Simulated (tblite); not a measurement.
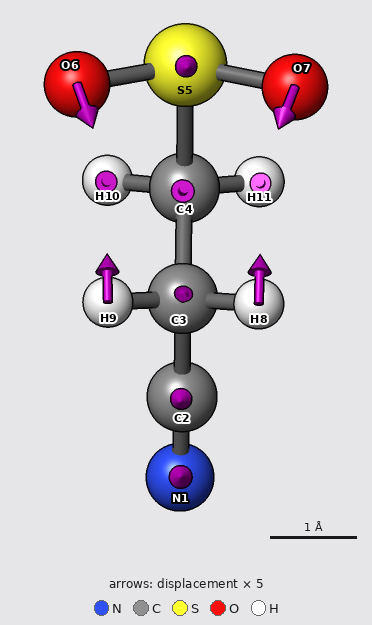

A relaxation of C3H4NO2S (charge −1). The starting structure is drawn; purple arrows show the displacements, magnified 5 times. The two geometries are superimposed by the best rigid fit.

Style: ball-and-stick. Shown from a free direction.

Theory: GFN2-xTB geometry optimisation, gas phase (tblite 0.8.0). 

### Describe the change and its energy.

The energy falls by 18.5 kJ/mol in 34 geometry steps. The largest moves after the best rigid fit, 0.13 Å, are those of O6, O7 and H8. By element the largest moves are O 0.13 Å, H 0.13 Å, N 0.09 Å, C 0.08 Å, S 0.07 Å. Among the contacts that change: C4–S5 1.845 → 1.954 Å, C2–C3 1.461 → 1.426 Å, N1–C2 1.173 → 1.150 Å, S5–O7 1.510 → 1.490 Å. Among the angles between lasting bonds that change: C3–C4–S5 108.9° → 103.4°, O6–S5–O7 115.9° → 112.3°, C4–C3–H8 110.6° → 107.8°.
